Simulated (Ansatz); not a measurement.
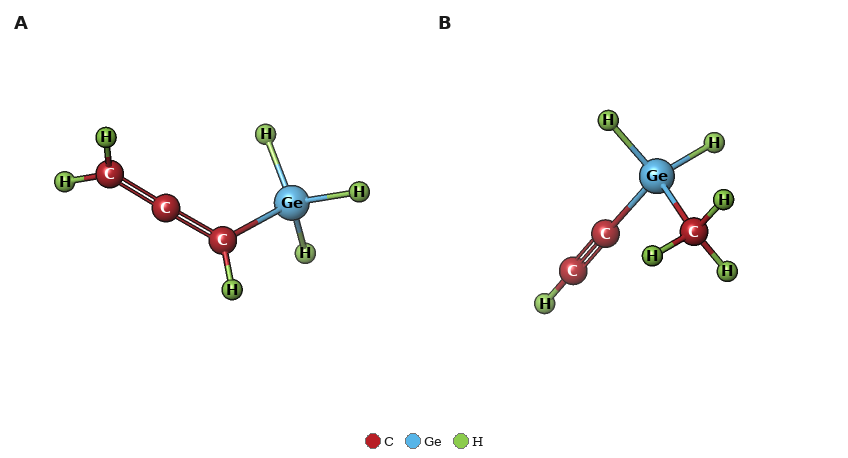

2 stationary structures of one formula. Geometries: PBE0-D4/def2-TZVP. Electronic energies: CCSD(T)/CBS (MP2 limit from def2-TZVPP and def2-QZVPP plus CCSD(T) − MP2) (Ansatz 0.2.0), without zero-point energy. No frequency run is at hand to confirm each as a minimum.

Are they conformers, stereoisomers or constitutional isomers?

They are constitutional isomers of C3H6Ge: A `C=C=[CH][GeH3]`, B `C#[C][GeH2][CH3]`.

Rank them by energy, lowest first.

B is lowest (a minimum); A lies 0.389 eV above it.
